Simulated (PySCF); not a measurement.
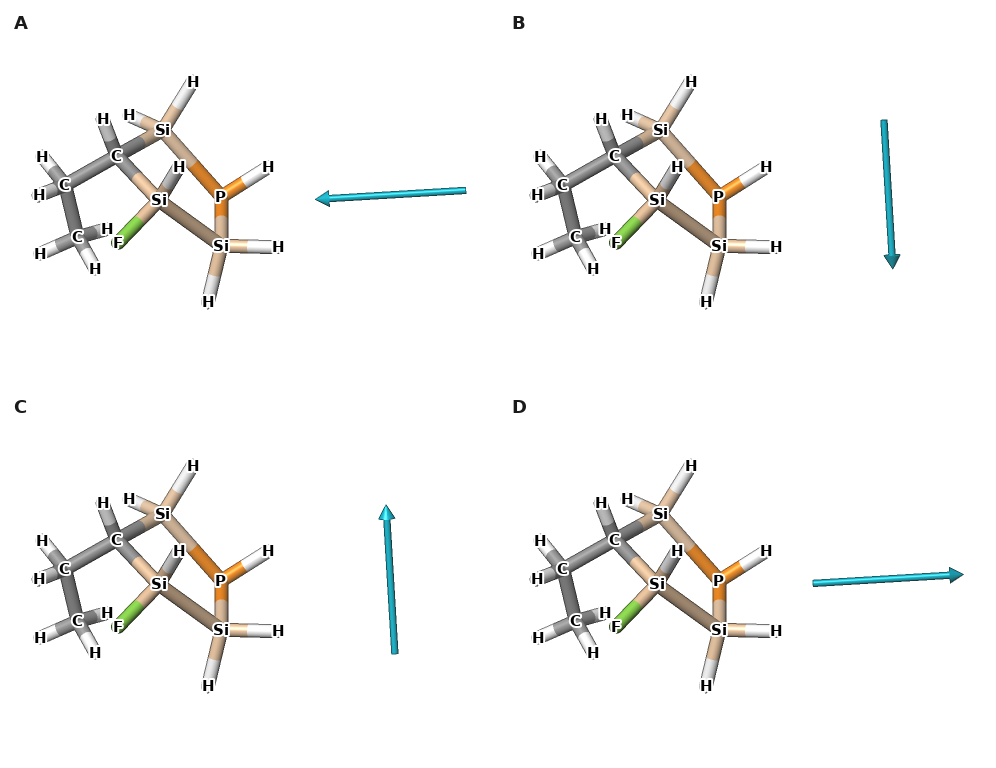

The same molecule four times, each with an arrow. The computed structure is the end point of a GFN2-xTB optimisation. No frequency run is at hand to confirm it as a minimum. Properties computed with PBE0/pcSseg-1, gas phase (PySCF 2.14.0).

**Which arrow points along the dipole moment, from the negative to the positive end?**

C. The dipole moment is 1.32 D.

The geometry is semi-empirical. Around P, Si such bond lengths and angles can be off by a tenth of an ångström or more and by several degrees, and values that hang on the shape move with them.
